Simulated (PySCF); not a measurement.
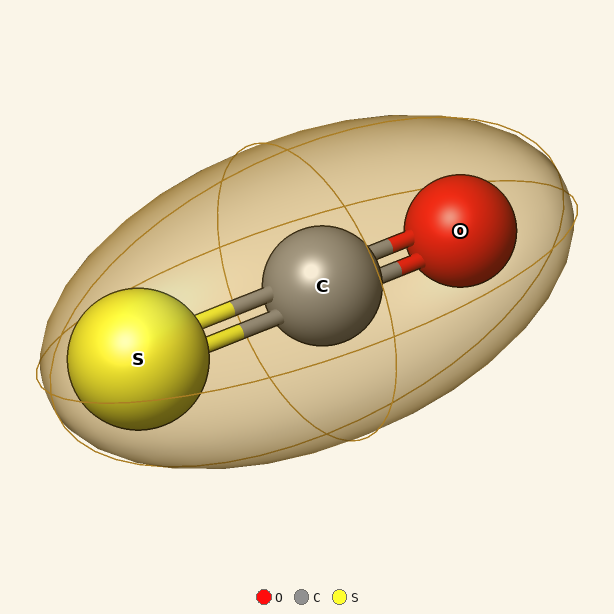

The ellipsoid shows the static dipole polarisability: its half-axes are proportional to the principal values. The geometry was computed by an optimisation with GFN2-xTB. No frequency run is at hand to confirm it as a minimum. Level of theory: PBE0/def2-SVPD (PySCF 2.14.0).

**How large and how anisotropic is the polarisability?**

Principal values 25.0, 25.0, 49.3 bohr³; mean 33.1 bohr³ (4.91 Å³); anisotropy 24.4 bohr³, so the longest axis is 1.97 times the shortest.
